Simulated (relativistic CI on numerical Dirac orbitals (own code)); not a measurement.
Relativistic CI calculation for Nd³⁺

- system: Nd³⁺.
- method: Dirac-Coulomb-Breit CI, KLI orbitals optimised for each configuration, model QED (radiative potential, 1s self-energy scaled to tabulated hydrogen-like ionisation energies), valence Slater integrals scaled by 0.8, multiplet model of photoemission in the sudden approximation (relativistic CI on numerical Dirac orbitals, in-house)

## Summary

```tsv
quantity	value
outcome	converged
hardware	1 CPU thread, shared host
CPU time	18 s
```

## Remarks

Limits: free-ion energies without screening by ligands, so binding energies differ from solids by tens of eV.

## Input
```
atom Nd  Z=60  charge=3  electrons=57
nucleus A=142  rms_radius_fm=4.9123
hamiltonian dirac-coulomb  breit=on  qed=on  c_scale=1
orbitals kli  potential=per-configuration
slater_scale 0.8
correlation none
mixing on
configurations
  [Xe] 4f3
  [Kr] 4d9 4f3 5s2 5p6
end
photoemission 4d T=80 lorentz=1 gauss=0.6
crystal_field free
```

The program writes its results to a structured record and prints no log; tables and figures of this report are taken from that record.

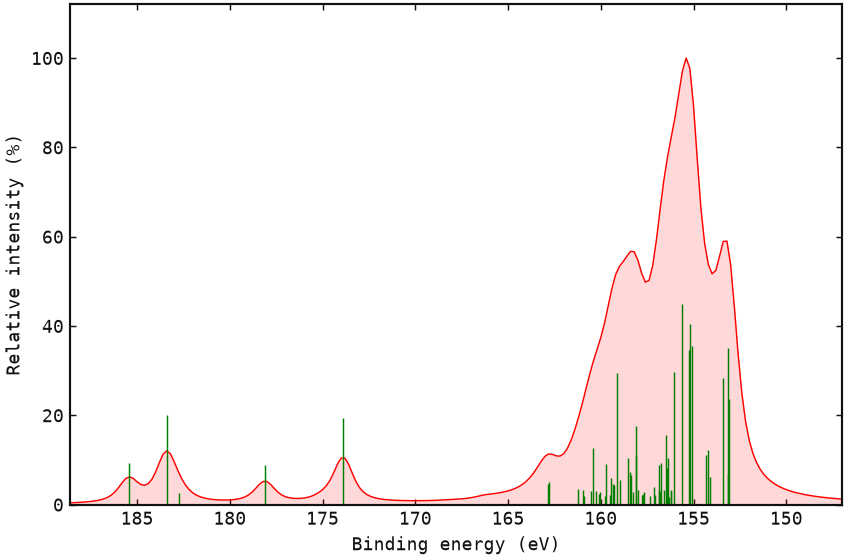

**Figure 1.** 4d photoemission of Nd³⁺, [Xe] 4f³, in no crystal field (free ion). Sticks are the strongest transitions, on a scale of their own. Multiplet model: relativistic Dirac–Coulomb–Breit theory, one configuration a step, Slater integrals scaled by 0.8, 80 K, Voigt broadening (Lorentzian 1 eV, Gaussian 0.6 eV full widths), computed with a radial Dirac CI code. The main maxima lie at 153.3 eV (59), 155.4 eV (100), 158.3 eV (57), 173.9 eV (10) and 183.4 eV (12), heights in % of the largest; the centroid is at 158.8 eV. The ground state has S = 1.48.
